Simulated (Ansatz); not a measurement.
GeSiNH₄O₂F: geometry relaxation (part 1 of 2)

The run: geometry relaxation of GeSiNH₄O₂F, SMILES O[SiH]1[NH][Ge]1([OH])[F]. Method and program: RKS PBE0/def2-SVP (Ansatz 0.2.0).

It belongs to a series of runs on one base structure; here: end point A relaxed. Figures and captions count atoms from 1; the log counts them from 0 in places.

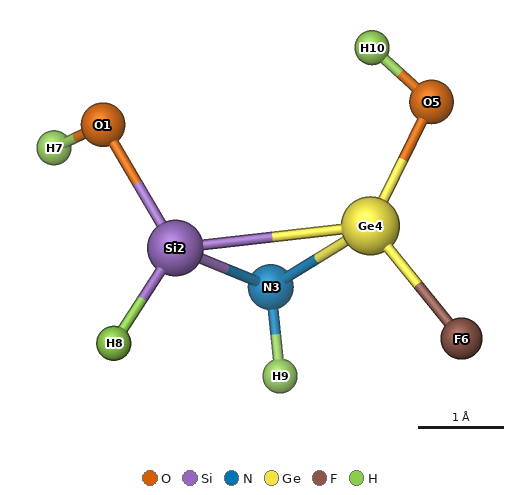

Fig. 1: The input geometry (ball-and-stick view, seen on its broad side; atoms are numbered from 1 in the order of the input). Sticks mark near contacts.

## Key numbers

| quantity | value |
| --- | --- |
| outcome | converged |
| total energy | −72729.3617 eV |
| mean-field energy | −72729.3617 eV |
| largest force (length of the vector) at the end | 0.012 eV/Å |
| hardware | 2 threads of AMD EPYC (Zen 3), 32 GiB of memory available, shared host |
| wall time | 1.8 min (CPU time 3.5 min) |
| peak memory | 0.35 GiB |

## Input file
```yaml
crystal:
  periodic: [false, false, false]
  atoms:
    - { symbol: O, position_ang: [0.7025, -1.7302, -1.2481] }
    - { symbol: Si, position_ang: [-0.5669, -0.9767, -0.2829] }
    - { symbol: "N", position_ang: [0.1393, -0.16, 1.1007] }
    - { symbol: Ge, position_ang: [-0.2297, 1.3094, 0.0264] }
    - { symbol: O, position_ang: [1.1862, 2.0927, -0.5741] }
    - { symbol: F, position_ang: [-1.4652, 2.3107, 0.8909] }
    - { symbol: H, position_ang: [1.0, -2.4588, -0.7299] }
    - { symbol: H, position_ang: [-1.7047, -1.7392, 0.1092] }
    - { symbol: H, position_ang: [-0.5264, -0.1834, 1.9286] }
    - { symbol: H, position_ang: [1.548, 1.4842, -1.2179] }
basis:
  gaussian: { orbitals: def2-SVP }
hamiltonian:
  xc: pbe0
relax:
  f_tol: 0.015
  max_steps: 40
```

Launched with:
```bash
ansatz run input.yaml --threads 2 --pin off --max-ram 3072MiB --backend cpu --events-out ev --progress --plain --runs-dir out
```

## Output
```
The last accepted step is kept in [file] (removed where the run ends without a failure and the disk answers)
Engine: ansatz 0.2.0, x86_64-unknown-linux-gnu
Functional definition: PBE0
  parameter a = 0.25
  parameter kappa = 0.804
  parameter beta = 0.06672455060314922
  exchange = (1 - a)*pbe_x(kappa = kappa, mu = beta*pi^2/3) + a*exact_x
  correlation = pbe_c(beta = beta)
1296 factors; integrals over basis functions are off by at most 3.3e-4 eV
mean field evaluation 1: about -72714.7205 eV, gradient 8.6e1 eV
mean field evaluation 2: about -72683.0925 eV, gradient 1.5e2 eV
mean field evaluation 4: about -72727.9396 eV, gradient 9.8e0 eV
mean field evaluation 8: about -72728.1442 eV, gradient 5.4e-1 eV
mean field evaluation 16: about -72728.1450 eV, gradient 3.2e-4 eV
mean field -72728.14496312 eV, -2672.7100304875 hartree, gradient 1.8e-5 eV, S^2 0.000000; 0 other end points of the search recorded, 0 dependent functions left out
the calculation of the forces begins
reference -72728.14498933 eV, -2672.7100314507 hartree; 41, 41 occupied and 85, 85 virtual orbitals, 1296 factors
relax step   1: F+E_penalty+E_count = -72728.14496312 eV  Δ(F+E_penalty+E_count) = +0.000e0 eV  max|allowed force component| = 2.711e0 eV/Å  Δτ_max = 0.0000 Å  (30 SCF iters, accepted)
these checks for a lower state are left out or cut short: starts, cluster_reference, orbital_swaps, neighbouring_geometries, increment
1296 factors; integrals over basis functions are off by at most 3.0e-4 eV
mean field -72728.71264718 eV, -2672.7308924918 hartree, gradient 1.3e-5 eV, S^2 0.000000; 0 other end points of the search recorded, 0 dependent functions left out
[... from here on the field's lines of each further geometry are left out, up to the last ...]
relax step   2: F+E_penalty+E_count = -72728.71264718 eV  Δ(F+E_penalty+E_count) = -5.677e-1 eV  max|allowed force component| = 1.687e0 eV/Å  Δτ_max = 0.1907 Å  (31 SCF iters, accepted)
relax step   3: F+E_penalty+E_count = -72728.95539534 eV  Δ(F+E_penalty+E_count) = -2.427e-1 eV  max|allowed force component| = 8.611e-1 eV/Å  Δτ_max = 0.1948 Å  (31 SCF iters, accepted)
relax step   4: F+E_penalty+E_count = -72729.06579606 eV  Δ(F+E_penalty+E_count) = -1.104e-1 eV  max|allowed force component| = 9.875e-1 eV/Å  Δτ_max = 0.1948 Å  (30 SCF iters, accepted)
relax step   5: F+E_penalty+E_count = -72729.15147644 eV  Δ(F+E_penalty+E_count) = -8.568e-2 eV  max|allowed force component| = 9.312e-1 eV/Å  Δτ_max = 0.1946 Å  (30 SCF iters, accepted)
relax step   6: F+E_penalty+E_count = -72729.20642892 eV  Δ(F+E_penalty+E_count) = -5.495e-2 eV  max|allowed force component| = 6.052e-1 eV/Å  Δτ_max = 0.1998 Å  (30 SCF iters, accepted)
relax step   7: F+E_penalty+E_count = -72729.16490004 eV  Δ(F+E_penalty+E_count) = +4.153e-2 eV  max|allowed force component| = 1.151e0 eV/Å  Δτ_max = 0.1500 Å  (30 SCF iters, rejected (line search))
relax step   8: F+E_penalty+E_count = -72729.23784574 eV  Δ(F+E_penalty+E_count) = -3.142e-2 eV  max|allowed force component| = 1.814e-1 eV/Å  Δτ_max = 0.0727 Å  (31 SCF iters, accepted)
relax step   9: F+E_penalty+E_count = -72729.23965493 eV  Δ(F+E_penalty+E_count) = -1.809e-3 eV  max|allowed force component| = 9.467e-2 eV/Å  Δτ_max = 0.0279 Å  (30 SCF iters, accepted)
relax step  10: F+E_penalty+E_count = -72729.24022063 eV  Δ(F+E_penalty+E_count) = -5.657e-4 eV  max|allowed force component| = 2.553e-2 eV/Å  Δτ_max = 0.0179 Å  (30 SCF iters, accepted)
relax step  11: F+E_penalty+E_count = -72729.24093484 eV  Δ(F+E_penalty+E_count) = -7.142e-4 eV  max|allowed force component| = 5.504e-2 eV/Å  Δτ_max = 0.0242 Å  (30 SCF iters, accepted)
relax step  12: F+E_penalty+E_count = -72729.20236071 eV  Δ(F+E_penalty+E_count) = +3.857e-2 eV  max|allowed force component| = 1.468e0 eV/Å  Δτ_max = 0.1951 Å  (29 SCF iters, rejected (line search))
relax step  13: F+E_penalty+E_count = -72729.24418107 eV  Δ(F+E_penalty+E_count) = -3.246e-3 eV  max|allowed force component| = 7.754e-2 eV/Å  Δτ_max = 0.0464 Å  (30 SCF iters, accepted)
relax step  14: F+E_penalty+E_count = -72729.25232615 eV  Δ(F+E_penalty+E_count) = -8.145e-3 eV  max|allowed force component| = 3.318e-1 eV/Å  Δτ_max = 0.1000 Å  (30 SCF iters, accepted)
relax step  15: F+E_penalty+E_count = -72729.27920053 eV  Δ(F+E_penalty+E_count) = -2.687e-2 eV  max|allowed force component| = 2.151e-1 eV/Å  Δτ_max = 0.1500 Å  (30 SCF iters, accepted)
relax step  16: F+E_penalty+E_count = -72729.28521535 eV  Δ(F+E_penalty+E_count) = -6.015e-3 eV  max|allowed force component| = 1.685e-1 eV/Å  Δτ_max = 0.0274 Å  (30 SCF iters, accepted)
relax step  17: F+E_penalty+E_count = -72729.22278498 eV  Δ(F+E_penalty+E_count) = +6.243e-2 eV  max|allowed force component| = 2.787e0 eV/Å  Δτ_max = 0.1984 Å  (30 SCF iters, rejected (line search))
relax step  18: F+E_penalty+E_count = -72729.30455796 eV  Δ(F+E_penalty+E_count) = -1.934e-2 eV  max|allowed force component| = 1.475e-1 eV/Å  Δτ_max = 0.0992 Å  (29 SCF iters, accepted)
relax step  19: F+E_penalty+E_count = -72729.31536541 eV  Δ(F+E_penalty+E_count) = -1.081e-2 eV  max|allowed force component| = 8.530e-1 eV/Å  Δτ_max = 0.0976 Å  (30 SCF iters, accepted)
relax step  20: F+E_penalty+E_count = -72729.34670372 eV  Δ(F+E_penalty+E_count) = -3.134e-2 eV  max|allowed force component| = 1.512e-1 eV/Å  Δτ_max = 0.1499 Å  (30 SCF iters, accepted)
relax step  21: F+E_penalty+E_count = -72729.35296651 eV  Δ(F+E_penalty+E_count) = -6.263e-3 eV  max|allowed force component| = 1.626e-1 eV/Å  Δτ_max = 0.0528 Å  (30 SCF iters, accepted)
relax step  22: F+E_penalty+E_count = -72729.34913779 eV  Δ(F+E_penalty+E_count) = +3.829e-3 eV  max|allowed force component| = 3.743e-1 eV/Å  Δτ_max = 0.0522 Å  (30 SCF iters, rejected (line search))
relax step  23: F+E_penalty+E_count = -72729.35625592 eV  Δ(F+E_penalty+E_count) = -3.289e-3 eV  max|allowed force component| = 1.768e-1 eV/Å  Δτ_max = 0.0260 Å  (30 SCF iters, accepted)
relax step  24: F+E_penalty+E_count = -72729.35872029 eV  Δ(F+E_penalty+E_count) = -2.464e-3 eV  max|allowed force component| = 1.523e-1 eV/Å  Δτ_max = 0.1000 Å  (30 SCF iters, accepted)
relax step  25: F+E_penalty+E_count = -72729.36112670 eV  Δ(F+E_penalty+E_count) = -2.406e-3 eV  max|allowed force component| = 5.760e-2 eV/Å  Δτ_max = 0.0343 Å  (30 SCF iters, accepted)
relax step  26: F+E_penalty+E_count = -72729.36163630 eV  Δ(F+E_penalty+E_count) = -5.096e-4 eV  max|allowed force component| = 2.153e-2 eV/Å  Δτ_max = 0.0106 Å  (31 SCF iters, accepted)
the calculation of the forces begins
reference -72729.36172259 eV, -2672.7547455731 hartree; 41, 41 occupied and 85, 85 virtual orbitals, 1296 factors
relax step  27: F+E_penalty+E_count = -72729.36169472 eV  Δ(F+E_penalty+E_count) = -5.842e-5 eV  max|allowed force component| = 1.102e-2 eV/Å  Δτ_max = 0.0058 Å  (24 SCF iters, accepted)
```

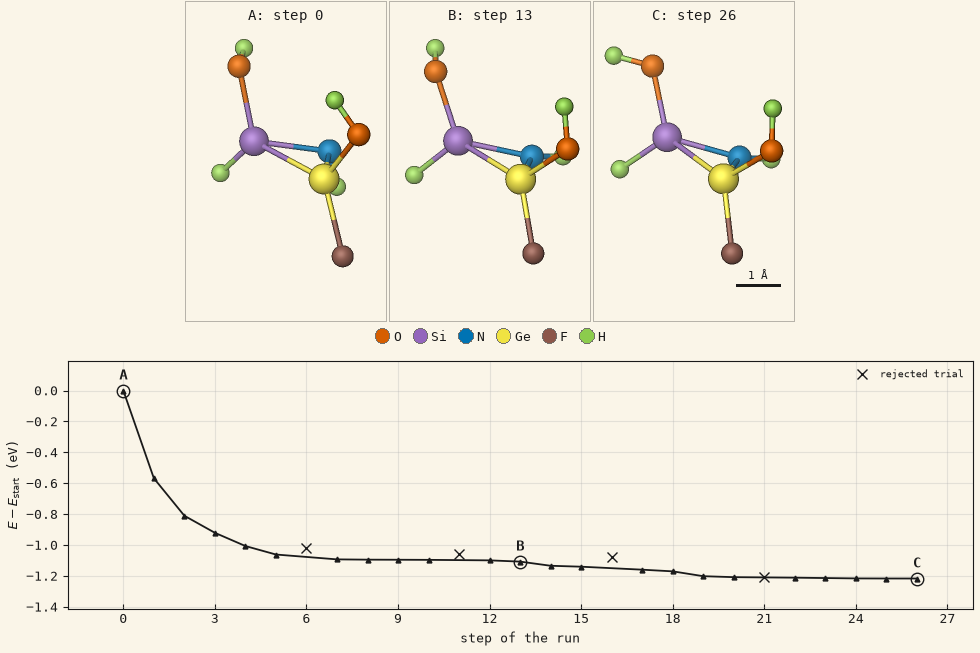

Fig. 2: Frames of the relaxation (ball-and-stick view, seen at a tilt) above the curves, on which the letters mark them (the first geometry is step 0 here and step 1 in the log).

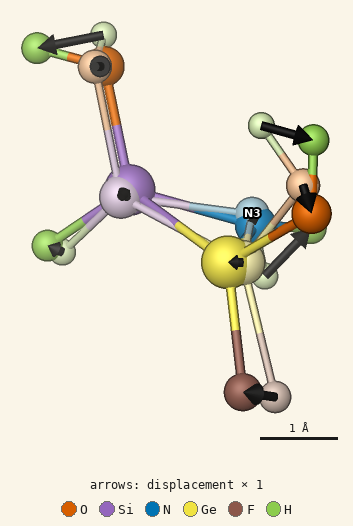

Fig. 3: Start (faint) and end (solid) with the displacements as black arrows, at true length (ball-and-stick view, seen at a tilt). The two geometries are laid on each other by the best rigid fit. The energy falls by 1.217 eV in 26 geometry steps. Largest force component: 2.7 eV/Å at the start, 0.011 eV/Å at the end. The line search rejected the trial steps at points 6, 11, 16, 21 (counted from 0) and went back. The atom that moves furthest after the best rigid fit is H7 (0.89 Å). Largest moves by element: H 0.89 Å, F 0.57 Å, O 0.55 Å, Si 0.20 Å, Ge 0.20 Å, N 0.15 Å. Among the contacts that change: O1–Si2 1.764 → 1.657 Å, Ge4–F6 1.810 → 1.737 Å, Si2–H8 1.425 → 1.494 Å, N3–H9 1.063 → 1.017 Å. Among the angles that change: Ge4–N3–H9 110.1° → 142.6°, Si2–N3–H9 110.6° → 137.8°, O5–Ge4–F6 118.4° → 99.5°. (Atoms are counted from 1 in the order of the input.)

```
1296 factors; integrals over basis functions are off by at most 3.3e-4 eV
mean field -72729.36169472 eV, -2672.7547445488 hartree, gradient 1.4e-5 eV, S^2 0.000000; 1 other end points of the search recorded, 0 dependent functions left out
the calculation of the forces begins
reference -72729.36172259 eV, -2672.7547455731 hartree; 41, 41 occupied and 85, 85 virtual orbitals, 1296 factors
Total energy: -72729.36172259 eV, -2672.7547455731 hartree
Atom 0 at     0.705938    -2.058045    -0.779531 Å, force    -0.011024     0.000412     0.004878 eV/Å
Atom 1 at    -0.445923    -1.057773    -0.133146 Å, force     0.000534     0.001640     0.001443 eV/Å
Atom 2 at     0.046005    -0.047418     1.164472 Å, force     0.000966    -0.006317     0.000449 eV/Å
Atom 3 at    -0.325054     1.236771    -0.145380 Å, force     0.001061     0.008743    -0.000612 eV/Å
Atom 4 at     0.955569     2.405857    -0.486173 Å, force    -0.001858    -0.007541    -0.000077 eV/Å
Atom 5 at    -1.594237     2.329749     0.315452 Å, force    -0.000013    -0.001369    -0.000127 eV/Å
Atom 6 at     0.387786    -2.855242    -1.215152 Å, force     0.008647    -0.001194    -0.002979 eV/Å
Atom 7 at    -1.728976    -1.822506    -0.093092 Å, force     0.001277     0.002200    -0.000036 eV/Å
Atom 8 at     0.313397    -0.151672     2.140291 Å, force    -0.000222     0.000037    -0.001339 eV/Å
Atom 9 at     1.768597     1.968980    -0.764840 Å, force     0.000630     0.003390    -0.001599 eV/Å
Dipole moment:     0.232220    -0.913066    -0.140019 e Å
```

## Trajectory as extended XYZ (Å, eV, eV/Å), 27 frames, from step=1 to step=27
```
10
Properties=species:S:1:pos:R:3:forces:R:3 step=1 energy=-72728.14496
O     0.7025   -1.7302   -1.2481   -2.5513   1.7122   0.6415
Si   -0.5669   -0.9767   -0.2829    2.7112   0.8896  -1.7916
N     0.1393   -0.1600    1.1007   -1.1117   0.0644   2.1596
Ge   -0.2297    1.3094    0.0264   -2.4806  -0.7023   0.3676
O     1.1862    2.0927   -0.5741    0.4305   1.2670   0.2964
F    -1.4652    2.3107    0.8909    1.5799  -0.6835  -0.9916
H     1.0000   -2.4588   -0.7299    0.7570  -1.2459   0.5835
H    -1.7047   -1.7392    0.1092   -1.0503  -0.9691  -0.0562
H    -0.5264   -0.1834    1.9286    1.3735  -0.0983  -0.7517
H     1.5480    1.4842   -1.2179    0.3418  -0.2341  -0.4575
10
Properties=species:S:1:pos:R:3:forces:R:3 step=2 energy=-72728.71265
O     0.6006   -1.8130   -1.2315   -1.3588   0.6492   0.9625
Si   -0.5662   -0.9800   -0.2721    1.6872  -0.4389  -0.7131
N     0.1628   -0.1611    1.1178   -1.0665  -0.1892   0.5893
Ge   -0.2552    1.2562   -0.0395   -0.6798   0.2691   0.4431
O     1.1506    2.1972   -0.5134    0.0799   0.0341  -0.2951
F    -1.4182    2.2952    0.7905    0.6998  -0.3474  -0.5996
H     0.9662   -2.5219   -0.6861    0.1960  -0.1388  -0.1293
H    -1.7585   -1.7814    0.0400   -0.3590  -0.1781  -0.1686
H    -0.4008   -0.2079    1.9907    0.8409  -0.0098  -0.3140
H     1.6018    1.6655   -1.1934   -0.0395   0.3498   0.2249
10
Properties=species:S:1:pos:R:3:forces:R:3 step=3 energy=-72728.95539
O     0.4967   -1.8612   -1.2082    0.3239  -0.7198   0.6947
Si   -0.5401   -1.0315   -0.2143   -0.2477   0.3133  -0.0769
N     0.1748   -0.1906    1.1700   -0.8611  -0.1625  -0.0101
Ge   -0.2382    1.2067   -0.0368    0.2949   0.3076  -0.3695
O     1.0933    2.2943   -0.5067    0.0913  -0.6573  -0.3090
F    -1.4111    2.3018    0.6156    0.0020   0.0004   0.0757
H     0.9556   -2.5622   -0.7018   -0.1319   0.3141  -0.5518
H    -1.8487   -1.7718   -0.0611    0.3390   0.2078   0.0475
H    -0.2477   -0.2507    2.1032    0.5494  -0.0592  -0.0029
H     1.6486    1.8141   -1.1570   -0.3598   0.4555   0.5025
10
Properties=species:S:1:pos:R:3:forces:R:3 step=4 energy=-72729.06580
O     0.4596   -2.0156   -1.1560    0.2409  -0.4267   0.3717
Si   -0.5388   -1.0307   -0.2727   -0.0255  -0.2155   0.4717
N     0.1752   -0.1847    1.1001   -0.9875  -0.0204  -0.0856
Ge   -0.2559    1.2175   -0.1056    0.8543   0.3480   0.2249
O     1.0538    2.3890   -0.4402    0.0392  -0.7736  -0.5274
F    -1.4172    2.2883    0.5918   -0.2836   0.0624   0.0272
H     0.8929   -2.7028   -0.6144   -0.1689   0.3582  -0.4275
H    -1.8695   -1.7254   -0.0995    0.2453   0.2803  -0.0634
H    -0.0856   -0.2850    2.0948    0.4806   0.0287  -0.5046
H     1.6685    1.9979   -1.0954   -0.3948   0.3585   0.5129
10
Properties=species:S:1:pos:R:3:forces:R:3 step=5 energy=-72729.15148
O     0.4196   -2.1048   -1.1276   -0.1422   0.0813   0.2828
Si   -0.5429   -1.0394   -0.2760    0.3063  -0.2037   0.1519
N     0.1688   -0.1761    1.0691   -0.6517   0.0013   0.5114
Ge   -0.2546    1.2278   -0.1240    0.5951   0.1315   0.1636
O     1.0169    2.4479   -0.4161    0.1880  -0.7040  -0.4684
F    -1.5009    2.2597    0.4991   -0.0750   0.0074   0.0106
H     0.8616   -2.7846   -0.5983   -0.0645   0.1639  -0.1682
H    -1.9051   -1.6470   -0.1191    0.1311   0.0938  -0.0506
H     0.1059   -0.3198    2.0982    0.2564   0.1339  -0.9312
H     1.7139    2.0849   -1.0024   -0.5434   0.2945   0.4980
10
Properties=species:S:1:pos:R:3:forces:R:3 step=6 energy=-72729.20643
O     0.4488   -1.9771   -1.1435   -0.0587  -0.0509   0.1467
Si   -0.5783   -1.0328   -0.2396    0.0885   0.0723   0.2950
N     0.0074   -0.1401    1.1342   -0.0952  -0.1724  -0.5803
Ge   -0.2779    1.2272   -0.1279   -0.2961  -0.1084   0.6052
O     1.0350    2.3523   -0.4561    0.3764  -0.2550  -0.3219
F    -1.4714    2.3311    0.4820   -0.0402   0.0382  -0.1015
H     0.9675   -2.6497   -0.6863   -0.0511   0.0391  -0.0604
H    -1.9035   -1.7088   -0.0914    0.0992  -0.0099  -0.1406
H     0.1557   -0.3394    2.1203    0.0654   0.1405  -0.0132
H     1.6999    1.8860   -0.9890   -0.0881   0.3067   0.1710
10
Properties=species:S:1:pos:R:3:forces:R:3 step=7 energy=-72729.16490 accepted=F
O     0.4507   -2.0362   -1.0898    0.0317   0.0033  -0.0086
Si   -0.5474   -1.0182   -0.2438   -0.4003  -0.1275  -1.0029
N     0.0656   -0.1695    1.0963    0.2690   0.5700   1.1510
Ge   -0.3016    1.2518   -0.0360   -0.0592  -0.5931  -0.9597
O     0.9849    2.3536   -0.5040   -0.0724   0.4457   0.3612
F    -1.5375    2.3323    0.5013    0.0125   0.1718   0.2229
H     0.9177   -2.7386   -0.6278    0.0011  -0.0072   0.0115
H    -1.9047   -1.6261   -0.2165   -0.0167  -0.1260   0.1568
H     0.2453   -0.3222    2.0818    0.1053  -0.1371   0.1704
H     1.7102    1.9217   -0.9586    0.1290  -0.1999  -0.1027
```
